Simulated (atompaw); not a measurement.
# Zirconium: generating and testing a PAW (atompaw) potential

Task: generate the file, and judge it by its logarithmic derivatives, its ghosts and its cutoff.

Program: atompaw 4.2.0.5. Reference atom: PBEsol, scalar-relativistic, spherical and spin-unpolarised. All values are calculated.

### Step 1. The atom and the settings

Typed settings, in words:

* element: zirconium (Zr, Z = 40)
* type: PAW
* frozen core: [Ar] 3d10
* valence charge: 12
* reference configuration: 4s2 4p6 4d2 5s2 5p0
* partial waves: 4s (bound): rc 1.90 bohr; 5s (bound): rc 1.80 bohr; 4p (bound): rc 1.45 bohr; 5p (bound, empty): rc 1.90 bohr; 4d (bound): rc 1.90 bohr; 4d channel at 0.15 Ry: rc 1.90 bohr
* local potential: vpsmatchnc scheme with l = 3 at 0.5 Ry, radius 1.60 bohr
* core correction: smooth core density matched at 1.00 bohr
* augmentation charge: besselshape compensation charge, radius 1.35 bohr; PAW radius 1.90 bohr; waves and projectors: custom polynom2 7 10 vanderbiltortho

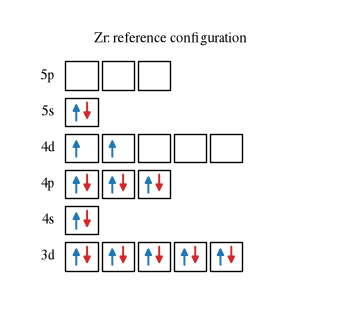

The outer shells as boxes. The arrows follow Hund's rule for the drawing; the calculation itself is spin-unpolarised.

An earlier all-electron run gives the scale for the radii.

All-electron outer shells of the reference configuration (PBEsol, scalar-relativistic, ld1.x):

| shell | level (eV) | outermost node (bohr) | outermost maximum (bohr) |
| --- | --- | --- | --- |
| 3p | -317.38 | 0.18 | 0.40 |
| 3d | -174.70 | – | 0.35 |
| 4s | -54.46 | 0.55 | 1.08 |
| 4p | -32.43 | 0.56 | 1.17 |
| 5s | -4.46 | 1.47 | 3.15 |
| 4d | -3.61 | 0.58 | 1.61 |
| 5p | -1.45 | 1.70 | 4.10 |

### Step 2. The generation run

Zr.input

```
Zr 40
GGA-PBESOL scalarrelativistic loggrid 1500 logderivrange -6 5 276
5 5 4 0 0 0
5 1 0
4 2 2
0 0 0
c
c
c
v
v
c
c
v
v
c
v
2
1.90 1.35 1.60 1.00
n
n
y
0.15
n
custom polynom2 7 10 vanderbiltortho besselshape
3 0.5 vpsmatchnc
1.90
1.80
1.45
1.90
1.90
1.90
PWSCFOUT
UPFDX 0.0125d0 UPFXMIN -7.d0 UPFZMESH 40.d0
END
```

Started as:

```console
$ atompaw < Zr.input > Zr.log
```

Output in the file Zr (summary file):

```text
 Completed calculations for Zr (AE)

 Exchange-correlation type: GGA, Perdew-Burke-Ernzerhof modified (PBEsol)

 Radial integration grid is logarithmic 
 r0 =   2.1400192E-04 h =   8.5600766E-03   n =      1500 rmax =   8.0000000E+01

 Scalar relativistic calculation

 AEatom converged in  33 iterations
   nz     =  40.00
   delta  =       2.533949506417E-15

 All Electron Orbital energies:         
  n  l      occupancy      energy
  1  0      2.0000000E+00 -1.3092596E+03
  2  0      2.0000000E+00 -1.8142083E+02
  3  0      2.0000000E+00 -2.9711213E+01
  4  0      2.0000000E+00 -4.0024329E+00
  5  0      2.0000000E+00 -3.2816181E-01
  2  1      6.0000000E+00 -1.6181789E+02
  3  1      6.0000000E+00 -2.3326787E+01
  4  1      6.0000000E+00 -2.3835040E+00
  5  1      0.0000000E+00 -1.0682793E-01
  3  2      1.0000000E+01 -1.2840028E+01
  4  2      2.0000000E+00 -2.6545807E-01

 Total energy
   Total                    :    -7192.96600708373353

 ---
 Completed calculations for Zr (SC)

 Exchange-correlation type: GGA, Perdew-Burke-Ernzerhof modified (PBEsol)

 Radial integration grid is logarithmic 
 r0 =   2.1400192E-04 h =   8.5600766E-03   n =      1500 rmax =   8.0000000E+01

 Scalar relativistic calculation

 SCatom converged in   3 iterations
   nz     =  40.00
   delta  =       1.935111736655E-17

 Valence Electron Orbital energies:         
  n  l      occupancy      energy
   4  0      2.0000000E+00 -4.0024330E+00
   5  0      2.0000000E+00 -3.2816181E-01
   4  1      6.0000000E+00 -2.3835040E+00
   5  1      0.0000000E+00 -1.0682793E-01
   4  2      2.0000000E+00 -2.6545807E-01

 Total energy
   Total                    :    -7192.96600708925052
   Valence                  :     -302.52156120371819

 PAW parameters: 
       lmax =            2
         rc =    1.9150124941072473     
        irc =         1064
   rc_shape =    1.3597154493416683     
    rc_vloc =    1.5998990443656804     
    rc_core =    1.0076468753914887     
   Vloc: VPS match (norm-conservation) with l= 3;e=   5.0000E-01
   Projector type: improved polynomial pseudization + Vanderbilt ortho.
   Bessel compensation charge shape zeroed at   1.3597E+00

 Number of basis functions     6
 No.   n  nodes  l      Energy         Cp coeff         Occ
  1    4    3    0   -0.4002433E+01  0.1208853E+02  0.2000000E+01
  2    5    4    0   -0.3281618E+00  0.9096450E+02  0.2000000E+01
  3    4    2    1   -0.2383504E+01  0.5244380E+01  0.6000000E+01
  4    5    3    1   -0.1068279E+00  0.1164216E+03  0.0000000E+00
  5    4    1    2   -0.2654581E+00  0.4646547E+03  0.2000000E+01
  6  999    2    2    0.1500000E+00  0.1307793E+03  0.0000000E+00

 Eigenvalues of overlap operator (in the basis of projectors):
    1        2.86475211E-02
    2        8.81434054E-01
    3        1.20516467E+00
    4        2.22640003E+02
    5        7.94326840E+02
    6        1.55182998E+04

 Orbital leakage outside PAW augmentation regions
   orb  is_core?  %out_of_sphere
   1 0    T           0.00
   2 0    T           0.00
   3 0    T           0.00
   4 0    F           6.30
   5 0    F          94.52
   2 1    T           0.00
   3 1    T           0.00
   4 1    F          13.60
   5 1    F          97.33
   3 2    T           0.00
   4 2    F          55.87

 Summary of PAW energies
   Total valence energy     :   -302.52173318418738
   Smooth energy            :     76.56113412618107
   One center               :   -379.08286731036844
   Smooth kinetic           :     31.19711214404668
   Vloc energy              :    -14.83819396134780
   Smooth exch-corr         :    -21.06474746679488
   One-center xc            :   -202.56432043633936
```

Wall time 5.8 s (1 thread of Intel Xeon Platinum 8488C, shared host).

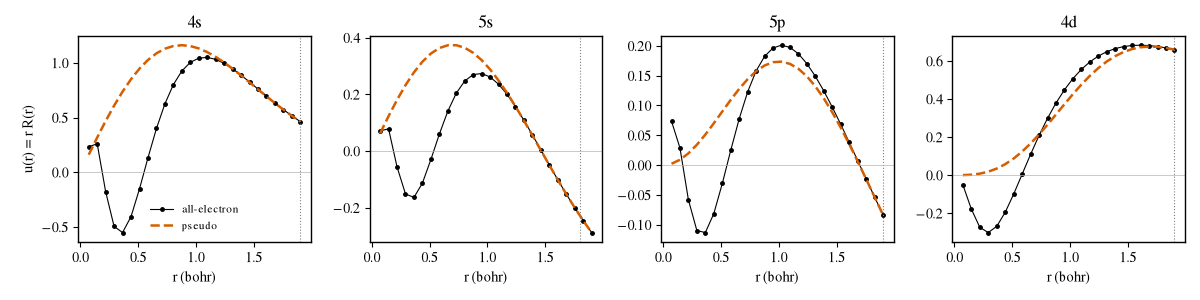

All-electron and pseudo partial waves (4s, 5s, 5p, 4d), with the matching radii dotted. The curves join 26 sampled radii, too few to resolve the innermost nodes.

### Step 3. Scattering by logarithmic derivatives

Taken from the files of the generation run. The phase is arctan(r·u′/u) with u = r·R, unwrapped, with energies in Ry. A pole is an energy at which the radial function vanishes at the test radius. The pseudo phase is shifted by a multiple of π to meet the all-electron one at the reference energy. Levels narrower than the energy grid can be missing from the poles. The last column is the largest difference on the grid between −1 and +1 Ry.

| channel | radius (bohr) | reference (Ry) | poles AE | poles PS | window around the reference with phases within 0.05 rad (Ry) | largest difference near zero (rad) |
| --- | --- | --- | --- | --- | --- | --- |
| s | 1.92 | -0.33 | -3.22 | -3.22 | the whole range | 0.000 |
| p | 1.92 | -0.11 | -1.17 | -1.17 | below 2.6 | 0.001 |
| d | 1.92 | -0.27 | 2.20 | 2.19 | the whole range | 0.000 |

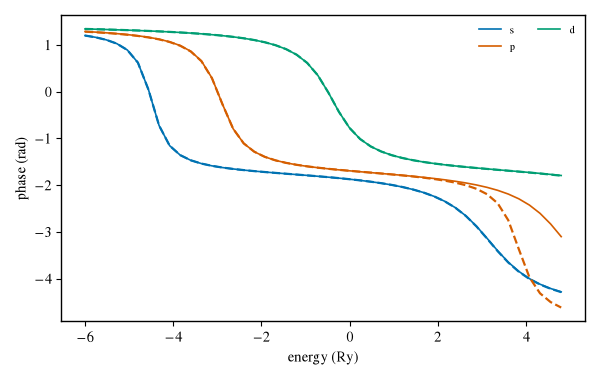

Phases by channel: all-electron solid, pseudo dashed.

### Step 4. Plane-wave convergence, by spherical Bessel functions

This step uses the generator's waves and projectors in a separate script. Basis: spherical Bessel functions vanishing at 20 bohr, q² up to the cutoff; potential fixed at the reference.

All-electron valence levels (Ry): 4s -4.0024, 5s -0.3282, 4p -2.3835, 5p -0.1068, 4d -0.2655. The lowest levels of each channel (Ry) by cutoff; the last column sums, over occupied levels, occupation times the distance from the level at 400 Ry. A positive value at high cutoff is not a bound level.

```tsv
cutoff (Ry)	s #1	s #2	s #3	p #1	p #2	d #1	f #1	Σ f·Δε (mRy)
8	-3.9453	-0.3172	0.0053	-1.8524	-0.0793	-0.1087	0.1024	3636.4
12	-3.9961	-0.3269	0.0041	-2.2591	-0.1015	-0.2152	0.1024	862.1
18	-4.0022	-0.3281	0.0039	-2.3761	-0.1066	-0.2624	0.1024	51.0
25	-4.0024	-0.3281	0.0039	-2.3831	-0.1068	-0.2654	0.1024	2.4
30	-4.0024	-0.3281	0.0039	-2.3832	-0.1068	-0.2654	0.1024	2.2
40	-4.0024	-0.3282	0.0039	-2.3834	-0.1068	-0.2654	0.1024	1.1
50	-14.8712	-4.0024	-0.3281	-2.3834	-0.1068	-0.2654	0.1024	0.9
60	-34.3083	-4.0024	-0.3282	-2.3834	-0.1068	-0.2654	0.1024	0.7
400	-51.8819	-4.0024	-0.3282	-2.3835	-0.1068	-0.2655	0.1024	0.0
```

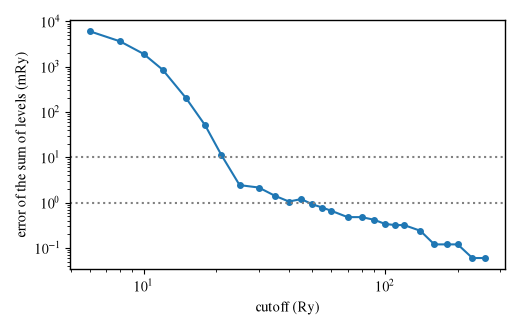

Occupation-weighted error of the valence levels against the cutoff; the dotted lines mark 10 and 1 mRy.

The sum stays within 10 mRy from 25 Ry and within 1 mRy from 50 Ry. The sum leaves out empty levels, which can need more. Ghost test: ghost state, bound below the all-electron valence or empty levels of the same l: s at -705.9 eV.

### Step 5. Results

| quantity | value |
| --- | --- |
| cutoffs for 10 and 1 mRy, occupied levels | 25 Ry and 50 Ry |
| bound ghosts | s at -705.89 eV |
| largest phase difference near zero energy, channels read | 0.001 rad |
| lowest eigenvalue of the overlap (Bessel basis) | 0.015 (s) |
| share of valence orbitals outside the PAW sphere | 4s 6 %, 5s 95 %, 4p 14 %, 5p 97 %, 4d 56 % |
| UPF file | written |

**Reading.** A bound ghost (s) makes it unfit for use: electrons can fall into a state that the atom doesn't have. The potential is soft on the atom: the looser tolerance needs 25 Ry. Near zero energy the phases of the channels with partial waves agree within 0.001 rad.
